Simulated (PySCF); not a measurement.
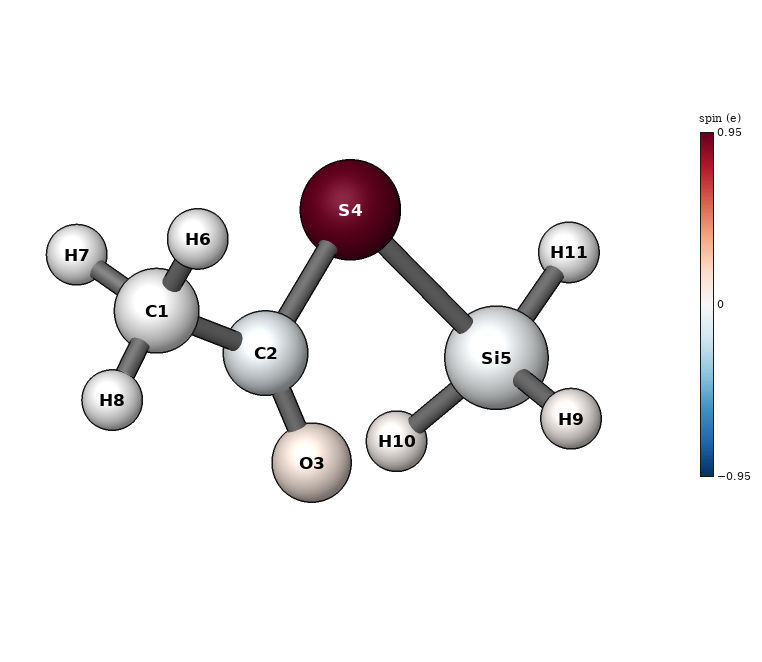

Atoms are coloured by their Mulliken spin populations. The species has charge +1 and is a spin doublet. The geometry was computed by an optimisation with GFN2-xTB. No frequency run is at hand to confirm it as a minimum. Level of theory: UKS B3LYP, pcH-1 on C H O S Si, non-relativistic (PySCF 2.14.0).

Question: Which atom carries the largest spin population?

Answer: S4 (0.95 e).

Question: Which atom has the lowest spin population?

Answer: C2 (−0.06 e); a negative value comes from spin polarisation.

Give the Mulliken spin populations atom by atom.

```json
{"atom": "C1", "value (e)": "0.00"}
{"atom": "C2", "value (e)": "−0.06"}
{"atom": "O3", "value (e)": "0.09"}
{"atom": "S4", "value (e)": "0.95"}
{"atom": "Si5", "value (e)": "−0.04"}
{"atom": "H6", "value (e)": "0.00"}
{"atom": "H7", "value (e)": "0.00"}
{"atom": "H8", "value (e)": "0.00"}
{"atom": "H9", "value (e)": "0.03"}
{"atom": "H10", "value (e)": "0.03"}
{"atom": "H11", "value (e)": "0.00"}
```

The run warned: orbitally degenerate or nearly so: second-order g, spin-orbit hyperfine and D do not apply.

Mulliken values depend strongly on the basis set. The geometry is semi-empirical. Around Si such bond lengths and angles can be off by a tenth of an ångström or more and by several degrees, and values that hang on the shape move with them.
